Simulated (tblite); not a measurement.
# C6H11ClGaN: the cost of one run

Computed with tblite 0.8.0 and PySCF 2.14.0, with density-fitted response routines of our own, on a single molecule in the gas phase. Atoms are numbered from 0 throughout.

## 1. Starting geometry

20 atoms, charge 0, multiplicity 1; geometry from: force field or distance geometry start.

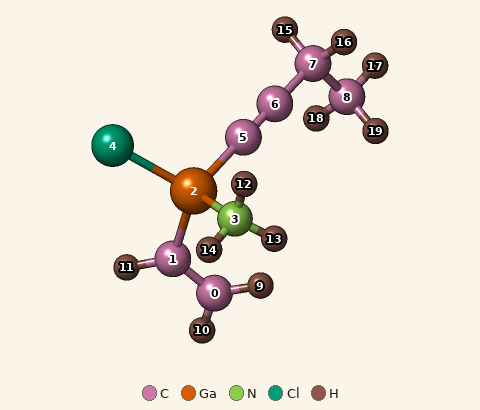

The starting geometry (carbon pink, gallium orange, nitrogen green, chlorine teal, hydrogen brown), atoms numbered.

## 2. Optimising the geometry with GFN2-xTB

Job settings and geometry (Å):

```
{"job": {"kind": "relax", "xc": "GFN2-xTB", "basis": "xTB"}, "charge": 0, "multiplicity": 1}
C     -2.379900     0.313700     1.683200
C     -2.524200    -0.656400     0.778900
Ga    -1.550700    -0.599700    -0.937000
N     -2.096500     0.970200    -1.914900
Cl    -2.040300    -2.395200    -2.111000
C      0.351100    -0.526500    -0.612900
C      1.542400    -0.475700    -0.403800
C      2.990300    -0.415700    -0.137600
C      3.263300     0.223700     1.210800
H     -1.754800     1.170400     1.487600
H     -2.924800     0.262900     2.625800
H     -3.163100    -1.514100     1.002800
H     -1.629600     0.983400    -2.828100
H     -1.826300     1.818800    -1.374200
H     -3.133800     0.963000    -2.044600
H      3.394300    -1.450000    -0.140200
H      3.474200     0.174000    -0.941400
H      4.352400     0.257200     1.388300
H      2.784300    -0.359600     2.030100
H      2.866400     1.266400     1.235300
```

The run is started by

```
$ OMP_NUM_THREADS=1 python probes_run.py task.json out
```

The driver reads the jobs from task.json and runs them one after another.

Q: Estimate the wall time of this first job on 1 thread of Arm Neoverse N1, shared host.

About 2.2 s.
